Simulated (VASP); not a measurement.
Consider the following.

```
CSi
1.0
    3.07807     0.00000     0.00000
   -1.53904     2.66569     0.00000
    0.00000     0.00000     5.04894
Si C
2 2
Direct
  0.33333   0.66667   0.99954
  0.66667   0.33333   0.49954
  0.33333   0.66667   0.37546
  0.66667   0.33333   0.87546
```

Method: PBEsol GGA, VASP's PBE PAW potentials (set 64) (plane waves; VASP 6.6.1). Run with 520 eV cut-off, 9×9×5 Γ-centred mesh, tetrahedra with Blöchl corrections, potentials Si C.

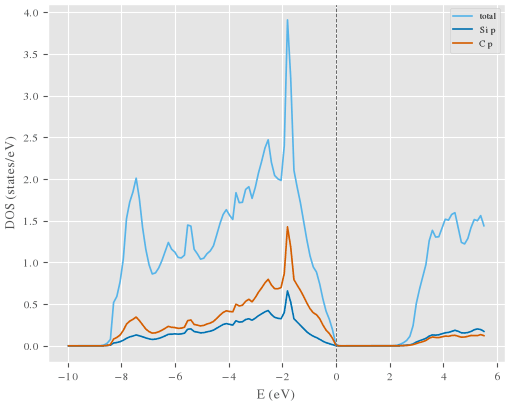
Total and projected density of states, zero at the valence-band maximum

Within 2 eV below the valence-band maximum the largest weight inside VASP's projection spheres is C p, then Si p.

The gap is indirect, 2.12 eV, from the valence maximum at Γ to the conduction minimum at K.

The structure was generated: SiC was put into the wurtzite type (P6_3mc), which need not be its known phase. It was relaxed first.
